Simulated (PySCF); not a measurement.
# M06-2X/STO-3G run of [NO2]− (SMILES O=N[O-])

Aim: the vertical ionisation energy of [NO2]− at M06-2X/STO-3G, from 2 runs. The job is set up through a Python script.

The results are computed with PySCF 2.14.0.

24 further runs of the same task are left out: 10 that didn't finish, 14 set aside as unsound or not needed.

### 1 Starting point

The species is [NO2]− (3 atoms), meant as a singlet with charge -1. As SMILES, `O=N[O-]`. The shape is that of a PBE0-D4/def2-TZVPD optimisation.

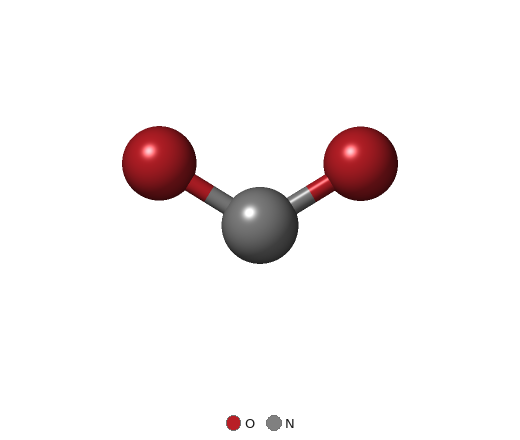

The structure, seen from a chosen angle (oxygen red, nitrogen grey).

### 2 The energy at M06-2X/STO-3G

File run.py:

```python
from pyscf import gto, dft

mol = gto.M(
    atom='''
O    0.322840   0.992650   0.287620
N    0.325750  -0.245400   0.151990
O   -0.648590  -0.747260  -0.439610
''',
    max_memory=1860,
    charge=-1,
    verbose=3,
    basis='sto-3g',
)

mf = dft.RKS(mol)
mf.xc = 'm06-2x'
mf.grids.level = 5
mf.conv_tol = 1e-10
mf.kernel()
if not mf.converged:
    mf = mf.newton().run(mf.mo_coeff, mf.mo_occ)

energy = mf.e_tot
print('Final energy', energy)
```

Command:

```sh
$ OMP_NUM_THREADS=1 python run.py
```

Standard output:

```text
converged SCF energy = -202.134008193723
Final energy -202.13400819372276
```

Run time: 2.5 s. Hardware: 1 thread of Arm Neoverse V1, shared host; peak memory 0.18 GiB.

### 3 Doublet neutral NO2 at the same level

File run.py:

```python
from pyscf import gto, dft

mol = gto.M(
    atom='''
O      0.610079     1.875837     0.543523
N      0.615578    -0.463739     0.287219
O     -1.225657    -1.412117    -0.830743
''',
    basis='sto-3g',
    unit='bohr',
    max_memory=1860,
    verbose=3,
    spin=1,
)

myscf = dft.UKS(mol)
myscf.xc = 'm06-2x'
myscf.conv_tol = 1e-10
myscf.grids.level = 5
myscf.kernel()
if not myscf.converged:
    myscf = myscf.newton().run(myscf.mo_coeff, myscf.mo_occ)

e_tot = myscf.e_tot
print('Final energy', e_tot)
```

Command:

```sh
$ OMP_NUM_THREADS=1 python run.py
```

Standard output:

```text
WARN: HOMO -0.193359839902969 >= LUMO -0.193359839902966

converged SCF energy = -202.246362571436  <S^2> = 0.75547515  2S+1 = 2.0054677
Final energy -202.2463625714363
```

It took 4.8 s on 1 thread of Arm Neoverse V1, shared host; peak memory 0.19 GiB.

### 4 Outcome

At M06-2X/STO-3G:

| quantity | value |
| --- | --- |
| singlet [NO2]−: total energy | -202.13401 Eh |
| singlet [NO2]−: HOMO energy | 6.22 eV |
| singlet [NO2]−: LUMO energy | 14.60 eV |
| singlet [NO2]−: HOMO–LUMO gap (to an unbound level, set by the basis) | 8.38 eV |
| doublet neutral NO2: total energy | -202.24636 Eh |
| doublet neutral NO2: dipole moment | 0.16 D |
| doublet neutral NO2: HOMO energy (highest over α and β) | -6.72 eV |
| doublet neutral NO2: LUMO energy (lowest over α and β) | -0.11 eV |
| doublet neutral NO2: ⟨S²⟩ | 0.755 |
| vertical detachment energy (to the doublet neutral) | -3.057 eV |

**Reading.** The species is unbound against losing an electron at this level, by 3.06 eV (−295 kJ/mol); missing correlation or diffuse functions can give that sign where the real anion is bound. In a minimal basis such a difference can be off by several eV, whatever the method. Mulliken charges (singlet [NO2]−) run from -0.42 on O1 to -0.16 on N2. The HOMO (singlet [NO2]−) lies at positive energy, 6.22 eV; only total energies tell whether the electron is bound.
